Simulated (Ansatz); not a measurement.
**C10H24GeO3 (charge +1, doublet): density, localisation and related maps**

The calculation's input:

```
crystal:
  periodic: [false, false, false]
  atoms:
    - {symbol: Ge, position_ang: [0.078154, -0.151632, 0.870692]}
    - {symbol: C, position_ang: [0.107695, 0.317407, 2.725360]}
    - {symbol: H, position_ang: [-0.836667, 0.794688, 3.023148]}
    - {symbol: H, position_ang: [0.945911, 1.004278, 2.911906]}
    - {symbol: H, position_ang: [0.252208, -0.596854, 3.319448]}
    - {symbol: O, position_ang: [1.750606, -0.434234, 0.242060]}
    - {symbol: C, position_ang: [2.033337, -1.183787, -0.935766]}
    - {symbol: C, position_ang: [3.097239, -2.219505, -0.525129]}
    - {symbol: C, position_ang: [2.549382, -0.231213, -2.006795]}
    - {symbol: H, position_ang: [1.120476, -1.707537, -1.268408]}
    - {symbol: H, position_ang: [4.001954, -1.718087, -0.153066]}
    - {symbol: H, position_ang: [3.349631, -2.810950, -1.418584]}
    - {symbol: H, position_ang: [2.701360, -2.888195, 0.251420]}
    - {symbol: H, position_ang: [1.759475, 0.492680, -2.258077]}
    - {symbol: H, position_ang: [3.440299, 0.311602, -1.657217]}
    - {symbol: H, position_ang: [2.813626, -0.805886, -2.906671]}
    - {symbol: O, position_ang: [-0.203508, 1.205430, -0.297052]}
    - {symbol: C, position_ang: [-0.132581, 2.592064, 0.024685]}
    - {symbol: C, position_ang: [-1.256676, 3.282142, -0.745293]}
    - {symbol: C, position_ang: [1.248072, 3.117430, -0.380962]}
    - {symbol: H, position_ang: [-0.273759, 2.730466, 1.114338]}
    - {symbol: H, position_ang: [-1.128333, 3.133673, -1.827447]}
    - {symbol: H, position_ang: [-1.227972, 4.360508, -0.527203]}
    - {symbol: H, position_ang: [-2.234884, 2.881873, -0.443698]}
    - {symbol: H, position_ang: [2.039286, 2.566341, 0.149791]}
    - {symbol: H, position_ang: [1.396989, 3.003383, -1.464603]}
    - {symbol: H, position_ang: [1.316687, 4.184526, -0.122284]}
    - {symbol: O, position_ang: [-0.835495, -1.500776, 0.248060]}
    - {symbol: C, position_ang: [-2.141468, -1.897902, 0.744100]}
    - {symbol: C, position_ang: [-2.525936, -3.150973, -0.011707]}
    - {symbol: C, position_ang: [-3.130314, -0.755460, 0.560770]}
    - {symbol: H, position_ang: [-2.041569, -2.130066, 1.823251]}
    - {symbol: H, position_ang: [-2.619684, -2.936183, -1.087276]}
    - {symbol: H, position_ang: [-3.489580, -3.534361, 0.354614]}
    - {symbol: H, position_ang: [-1.766091, -3.933392, 0.125798]}
    - {symbol: H, position_ang: [-2.829660, 0.136616, 1.138815]}
    - {symbol: H, position_ang: [-3.197530, -0.478483, -0.502840]}
    - {symbol: H, position_ang: [-4.130701, -1.049605, 0.911850]}
basis:
  gaussian: {orbitals: def2-TZVP, fitting: {mean_field: def2-universal-jkfit}, initial_orbitals: start.molden}
total_charge: 1
magnetization: {spin_polarized: true, initial_magnetization: 1}
hamiltonian: {xc: pbe0, dispersion: d4}
scf: {omitted_lower_state_checks: [starts]}
output: {orbitals: {seedname: orbitals}}
```

Command:

```sh
ansatz run in.yaml --threads 2 --pin off --events-out ev --progress --plain --max-ram 22528MiB --backend cuda --devices 0, --max-vram 18GiB
```

Geometry: r2SCAN-D4/def2-SVP.

All numbers below come from UKS PBE0-D4/def2-TZVP (Ansatz).

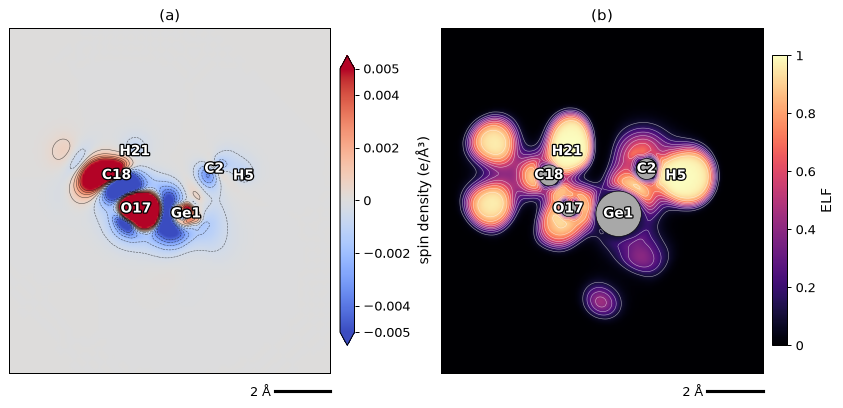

Figure 1. (a) spin density; (b) electron localisation function on the plane of atoms Ge1, C2 and H5. Grey discs cover the atomic cores in the ELF map.

**Read the bonding off the picture.**

- The plane passes through Ge, C, H and O nuclei.
- C–O (1.43 Å): the ELF peaks at about 0.85 between the atoms: a shared but strongly polarised pair.
- C–Ge (1.91 Å): the ELF peaks at about 0.90 in the valence shell of C, 0.7 Å from its nucleus, and is about 0.70 at the midpoint.
- C–H (1.10 Å): the ELF climbs to about 1 towards the hydrogen, as it does in any bond to H (a covalent bond by its length).
- Ge–O (1.81 Å): the ELF peaks at about 0.85 in the valence shell of O, 0.6 Å from its nucleus, and is about 0.35 at the midpoint.
- The ELF also peaks beside O17, away from the bonds: non-bonding electrons, paired or unpaired.
- The unpaired spin (1 electron) lies mostly on O6 (about 0.4) and O17 (about 0.3), in electrons by Hirshfeld's partition.

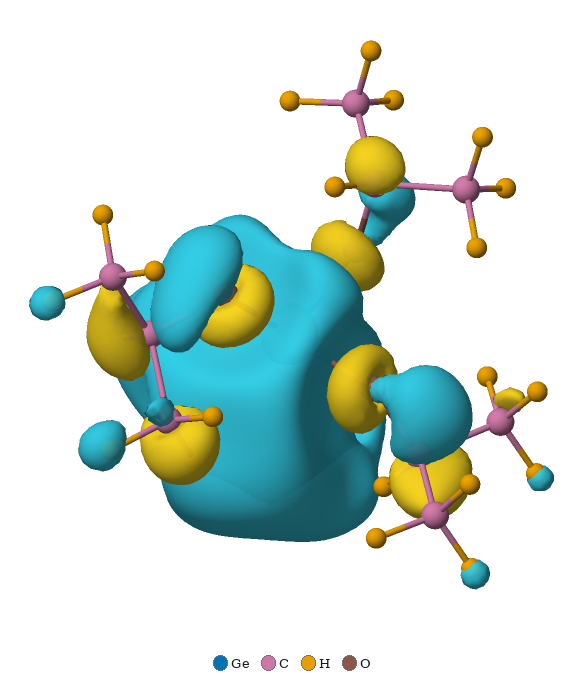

Figure 2. One frontier orbital at ±0.06 Å⁻³ᐟ² (yellow and cyan are the two phases), seen at a tilt.

**Which orbital is it: HOMO (α) or LUMO (α)?**

The LUMO (α), at −3.51 eV. By Hirshfeld shares it lies mainly on Ge1 (about 25 %), C2 (about 15 %), O28 (about 10 %) and O17 (about 5 %).

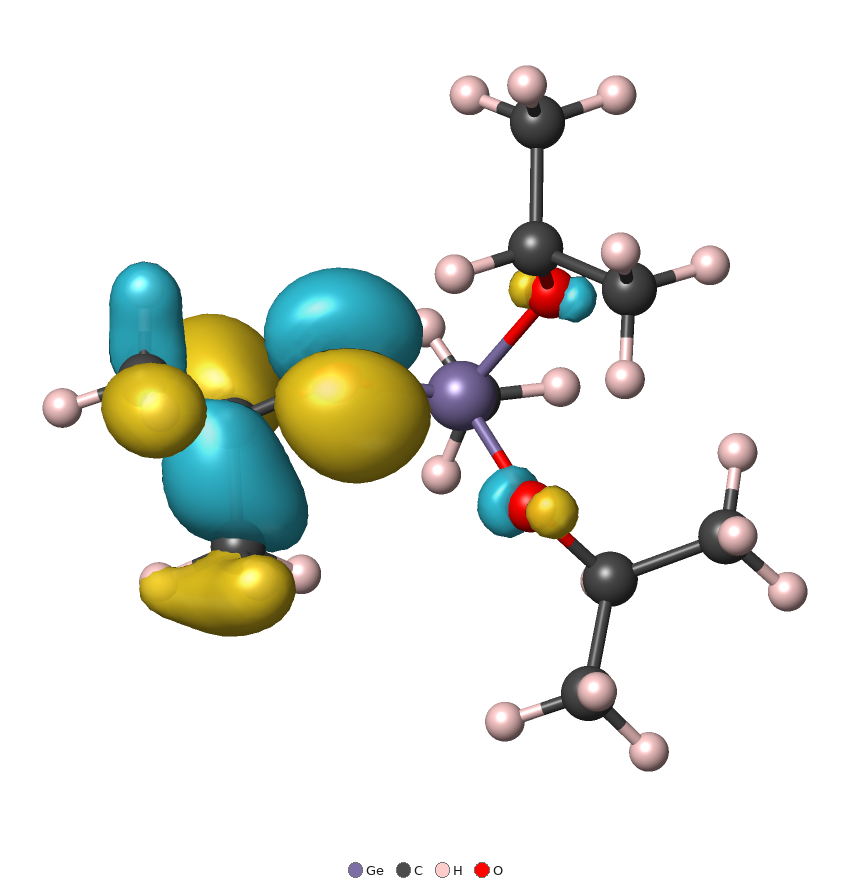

Figure 3. One frontier orbital at ±0.1 Å⁻³ᐟ² (yellow and cyan are the two phases), seen at a tilt.

**Which orbital is it: HOMO (α) or LUMO (α)?**

The HOMO (α), at −11.83 eV. It lies mainly on O28 (about 40 %), C29 (about 15 %), H32 (about 10 %) and C31 (about 10 %).
